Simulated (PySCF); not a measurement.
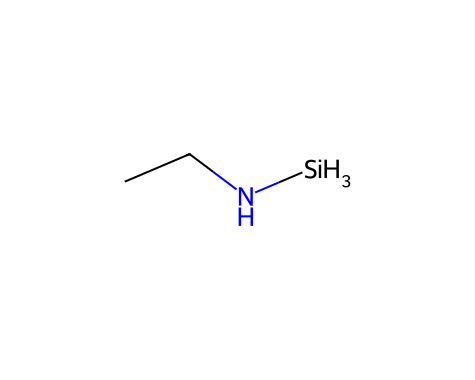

Computed geometry: PBE0-D3(BJ)/def2-SVP optimisation. No frequency run is at hand to confirm it as a minimum. Method: B3LYP/def2-SVPD, gas phase (PySCF 2.14.0). Excitations: vertical, linear response.

What does the calculation give?

The species is C₂H₉NSi (`CCN[SiH3]`).
- dipole moment: 1.18 D
- HOMO energy (Kohn–Sham orbital): −6.54 eV
- LUMO energy (Kohn–Sham orbital): 0.14 eV
- HOMO–LUMO gap: 6.68 eV
- mean static polarisability: 64.1 bohr³
- lowest vertical singlet excitation: 5.60 eV
- its oscillator strength: 0.011
- brightest of the 10 lowest singlets: 8.12 eV
- its oscillator strength: 0.06
